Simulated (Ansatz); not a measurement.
**Amorphous Ge-Sb-Te (Ge$_{30}$Sb$_{15}$Te$_{33}$)**

The cell was made by melting and quenching with the CHGNet potential and then relaxed with DFT. The hot cell started wider than the set density and was brought back towards it in steps. It is the lowest in DFT energy of 8 quenches. It is a model cell: composition and starting density were chosen by hand, and all elements were melted together. The geometry includes D3(BJ) dispersion.

These are PBE-D3(BJ), scalar-relativistic without spin-orbit coupling, PAW (Ansatz default set, large-core Te) (plane waves to 420 eV; Ansatz, a first-principles code) values and carry that method's errors. Geometry, pressure, stress and energy are those of the PBE run. Its sampling: the zone centre alone; Fermi-Dirac width 0.05 eV; collinear spin, started from a total moment of 1 μB (the moments died out). One k-point is coarse where levels lie close to the Fermi energy, as here: forces can move by some tenths of an eV/Å on a denser mesh.

| Quantity | Result |
|---|---|
| Number of atoms in the cell | 78 |
| Density (volume relaxed, with D3(BJ)) | 6.15 g/cm³ |
| Volume per atom | 28.43 Å^3 |
| Net moment | 0.00 μB |

Cut-offs for bonds: Ge-Ge 2.85 Å, Ge-Sb 3.12 Å, Ge-Te 3.18 Å, Sb-Sb 3.34 Å, Sb-Te 3.36 Å, Te-Te 3.31 Å.

```yaml
Mean coordination of Ge: 3.93 (10 with 3, 13 with 4, 6 with 5, 1 with 6)
Mean coordination of Sb: 4.67 (8 with 4, 4 with 5, 3 with 6)
Mean coordination of Te: 3.58 (16 with 3, 15 with 4, 2 with 5)
Mean Ge-Te bond: 2.863 Å (spread 0.125 Å, 81 counted)
Mean Sb-Te bond: 3.064 Å (spread 0.121 Å, 37 counted)
```

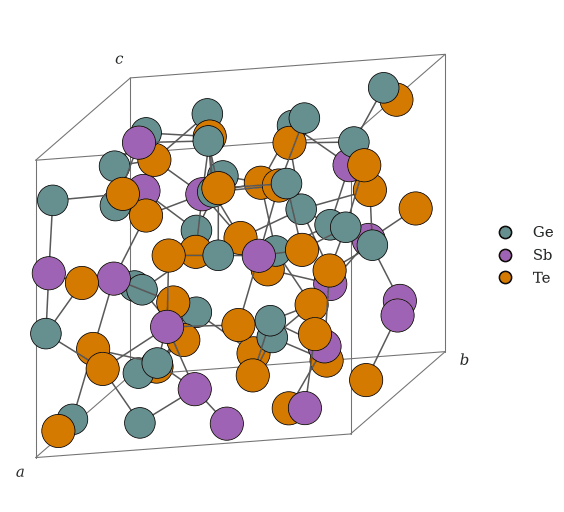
The relaxed cell

Its density started from a set value of 6.05 g/cm³. The simulated quench (nominally 40 K/ps over its main leg) is rapid and tends to freeze in more defects than a deposited or slowly cooled glass has. A cell of this size samples the disorder only roughly. Volume and shape were free in the relaxation. On the zone centre alone force components of up to 0.34 eV/Å stay, since the relaxation ran on one k-point at (1/4, 1/4, 1/4).
